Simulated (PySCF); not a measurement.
```csv
atom,x (Å),y (Å),z (Å)
C,-3.0665,1.5304,-0.8006
N,-2.1252,0.4859,-0.4970
C,-2.4198,-0.8419,-0.3656
C,-1.2666,-1.5143,-0.0212
C,-0.2214,-0.5468,0.0598
C,1.2171,-0.7855,0.4208
Si,1.4003,-1.3779,2.2258
N,2.0925,0.3615,0.2449
Si,2.8458,0.7725,-1.2642
C,-0.7942,0.6764,-0.2353
H,-3.9818,1.0885,-1.2151
H,-3.3353,2.1118,0.0967
H,-2.6488,2.2180,-1.5507
H,-3.4313,-1.2082,-0.5312
H,-1.1788,-2.5865,0.1456
H,1.6095,-1.6104,-0.2036
H,0.4631,-2.4979,2.5462
H,2.8032,-1.8246,2.4863
H,1.0899,-0.2132,3.1144
H,1.9345,1.1057,0.9169
H,3.8330,1.8579,-0.9811
H,1.9275,1.2605,-2.3477
H,3.5369,-0.4445,-1.7894
H,-0.3449,1.6649,-0.2968
```

Geometry: PBE0-D3(BJ)/def2-SVP.

The calculation used PBE0/pcSseg-1, SCF density, gas phase, non-relativistic in PySCF.

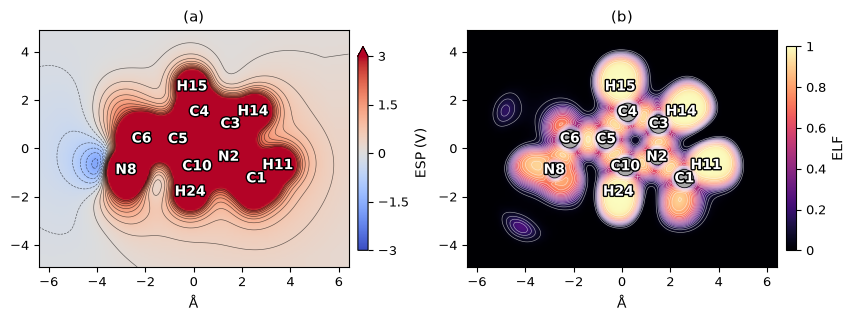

C6H14N2Si2 (SMILES Cn1ccc([C@H]([SiH3])N[SiH3])c1). (a) molecular electrostatic potential; (b) ELF on the plane of atoms C4, C5 and C6. Grey discs cover the atomic cores in the ELF map.

> Read the bonding off the picture.

The plane passes through C, N and H nuclei. C–N (1.37 Å): the ELF peaks at about 0.90 between the atoms: localised, covalent bonding. C–C (1.38 Å): the ELF peaks at about 0.95 between the atoms; localised, covalent bonding. C–C (1.43 Å): the ELF peaks at about 0.95 between the atoms, as expected for a covalent bond. C–N (1.44 Å): the ELF peaks at about 0.95 between the atoms; a shared electron pair. The ELF also peaks beside N8, away from the bonds: lone-pair regions. Outside the dense part of the molecule the potential is most negative (−1.7 V) near N8.
